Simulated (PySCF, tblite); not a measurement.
# C5H8BFO2: geometry, infrared bands and NMR shifts

Aim: predict the infrared bands and NMR shifts of C5H8BFO2 (`O=C1CCOB(F)CC1`).

Computed with tblite 0.8.0 and PySCF 2.14.0, with density-fitted response routines of our own, on a single molecule in the gas phase. Atoms count from 0, in the outputs and in this text.

### Step 1. Starting geometry

17 atoms, charge 0, multiplicity 1; geometry from: force field or distance geometry start.

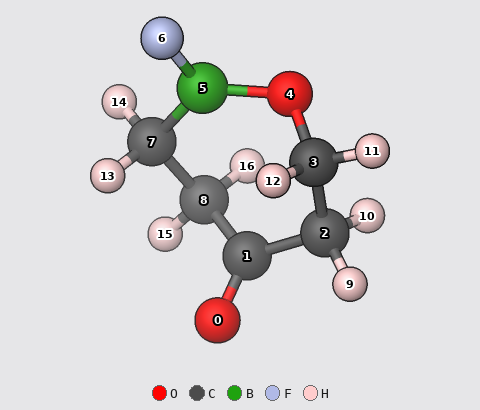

The starting geometry (oxygen red, carbon dark grey, boron green, fluorine light blue, hydrogen pink), atoms numbered.

### Step 2. Optimising the geometry with GFN2-xTB

What the job is given:

```
{"job": {"kind": "relax", "xc": "GFN2-xTB", "basis": "xTB"}, "charge": 0, "multiplicity": 1}
O     -0.654800    -1.777600     1.508200
C     -0.447400    -1.218000     0.432000
C      0.906500    -1.393800    -0.222300
C      1.694100    -0.070600    -0.234700
O      1.051300     0.897300    -1.015600
B      0.142700     1.717700    -0.193900
F      0.590600     3.007800     0.291500
C     -1.265600     1.145700     0.277900
C     -1.479800    -0.317700    -0.159400
H      1.482500    -2.172100     0.307500
H      0.741800    -1.734800    -1.273400
H      2.679700    -0.290600    -0.685200
H      1.911300     0.253200     0.829700
H     -1.333600     1.208900     1.377900
H     -2.074500     1.785300    -0.159700
H     -2.498000    -0.644100     0.176200
H     -1.453900    -0.384700    -1.266600
```

Launch:

```bash
$ OMP_NUM_THREADS=1 python probes_run.py task.json out
```

The driver reads the jobs from task.json and runs them one after another.

**Question.** This job is followed by: GFN2-xTB harmonic vibrations, gas phase; GIAO PBE0/pcSseg-1 NMR shielding, non-relativistic, gas phase. Predict these results of the whole session: strongest single infrared mode (GFN2-xTB); zero-point energy (GFN2-xTB); ¹³C shifts against TMS (PBE0/pcSseg-1); ¹H shifts against TMS (PBE0/pcSseg-1, means over atoms taken as alike); ¹⁷O shifts against H2O (PBE0/pcSseg-1); ¹¹B shifts against BF3·OEt2 (PBE0/pcSseg-1); ¹⁹F shifts against CFCl3 (PBE0/pcSseg-1).

**Answer**, as computed:

| quantity | value |
| --- | --- |
| strongest single infrared mode (GFN2-xTB) | 1770 cm⁻¹, 316 km/mol |
| zero-point energy (GFN2-xTB) | 82.1 kcal/mol |
| ¹³C shifts against TMS (PBE0/pcSseg-1) | 216.1, 68.6, 51.4, 43.5, 11.2 ppm |
| ¹H shifts against TMS (PBE0/pcSseg-1, means over atoms taken as alike) | 4.34, 2.53, 2.43, 1.10 ppm |
| ¹⁷O shifts against H2O (PBE0/pcSseg-1) | 668.4, 161.7 ppm |
| ¹¹B shifts against BF3·OEt2 (PBE0/pcSseg-1) | 29.5 ppm |
| ¹⁹F shifts against CFCl3 (PBE0/pcSseg-1) | -71.4 ppm |

What this shows: Over 98 steps the energy fell by 1.171 eV; of the close pairs, O4–B5 changed most, 1.474 to 1.330 Å. All 45 modes are real, so the xTB geometry is a minimum. The strongest single mode, at 1770 cm⁻¹, moves mainly C1 and O0. GFN2-xTB is a fitted tight-binding method: band positions and strengths are rough. Its intensities can rank the bands wrongly. The most deshielded carbon is C1 (ketone carbonyl carbon), at 216.1 ppm: the double bond to the heteroatom, with no lone-pair donor beside it, deshields it most. The most deshielded hydrogen is H11, H12 (mean) (hydrogen on an sp3 CH2 bonded to O), at 4.34 ppm: its carbon carries O, an electronegative neighbour. At PBE0/pcSseg-1: The widest tensor belongs to O0: span 1227 ppm, with a paramagnetic part of -732 ppm.
